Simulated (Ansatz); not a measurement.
# Effect of x(S) = 0.25, 12 atoms, Pmn2_1 on SnO2

Start from SnO2 in the rutile structure (space group P4_2/mnm, No. 136; a = 4.769 Å, c = 3.211 Å).

The other end (x = 1) is SnS$_{2}$ in the rutile structure (space group P4_2/mnm, No. 136; a hypothetical phase, not in the database extracts checked): 23.26 Å³/atom, gap zero; this end may not be an ambient phase.

It is then changed as follows: a fraction x = 0.25 of the O sites is given to S, ordered in a cell of 12 atoms (starting symmetry Pmn2_1) and fully relaxed.

Method: PBEsol in Ansatz (plane waves to 420 eV, PAW, no spin-orbit coupling), earlier PAW set. Γ-centred 10×4×7 mesh, Fermi–Dirac width 0.05 eV, for the changed cell.

| quantity | base | changed | shift |
|---|---|---|---|
| volume per atom | 12.17 Å³ | 14.39 Å³ | +2.22 Å³ |
| density | 6.85 g/cm³ | 6.10 g/cm³ | -0.75 g/cm³ |
| shortest interatomic distance | 2.066 Å | 2.055 Å | -0.011 Å |
| band gap | 0.92 eV | zero | – |
| mixing energy (to 0.01 eV only: unlike meshes or grids) (against an end that may be hypothetical) | – | +0.13 eV/atom | – |
| deviation of the volume from the linear (Vegard-type) interpolation | – | -3.7 % | – |

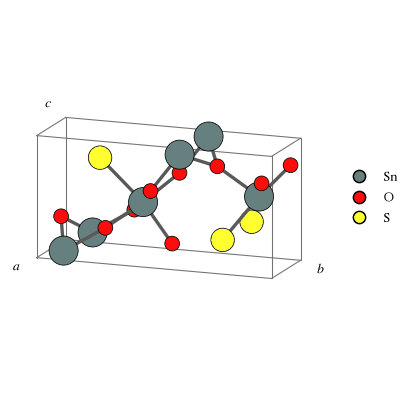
Figure: The relaxed conventional cell after the change

These are small ordered cells, not random alloys; other orderings at the same x differ. Whether these cells are dynamically stable was not tested. The base started in Pnnm and relaxed to P4_2/mnm at this level. The final runs are not spin-polarised. A zero or small gap of Sn2SO3 and SnS2 can be the functional's error rather than a property of the material.

Ansatz is an electronic-structure program.
